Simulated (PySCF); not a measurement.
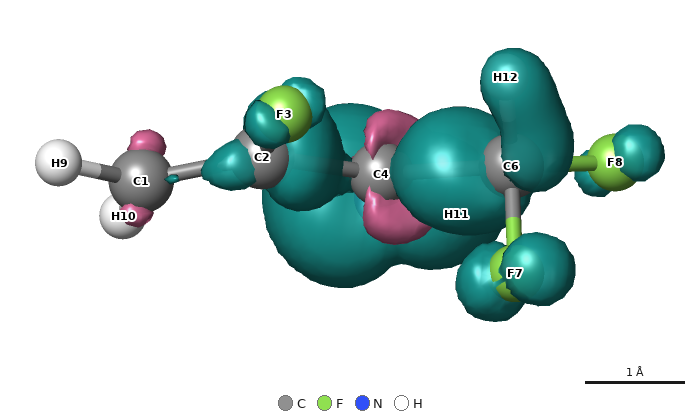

Figure. C$_{4}$H$_{4}$F$_{3}$N (charge +1, doublet). Isosurfaces of the spin density (α minus β) at +0.03 (teal) and −0.03 e/Å³ (pink), seen from one side.

Geometry: GFN2-xTB.

These are results of UKS B3LYP, pcH-1 on C F H N, non-relativistic, mean-field spin-orbit, GIAO (PySCF), not measurements.

```xyz
12

C     2.1226    0.2388    0.3443
C     0.9850   -0.3116   -0.0776
F     0.9421   -1.5396   -0.5823
C    -0.3213    0.3637   -0.0285
N    -0.5182    1.5390    0.2425
C    -1.5275   -0.6641   -0.3208
F    -1.6310   -1.4569    0.7301
F    -2.6488    0.0164   -0.4638
H     3.0453   -0.3192    0.2493
H     2.1604    1.2294    0.7630
H    -1.3227    2.1409    0.3535
H    -1.2847   -1.2375   -1.2357
```

Q: Which atoms carry the spin?

A: The unpaired spin (1 electron) lies mostly on N5 (about 0.6) and C6 (about 0.1), in electrons by Hirshfeld's partition.
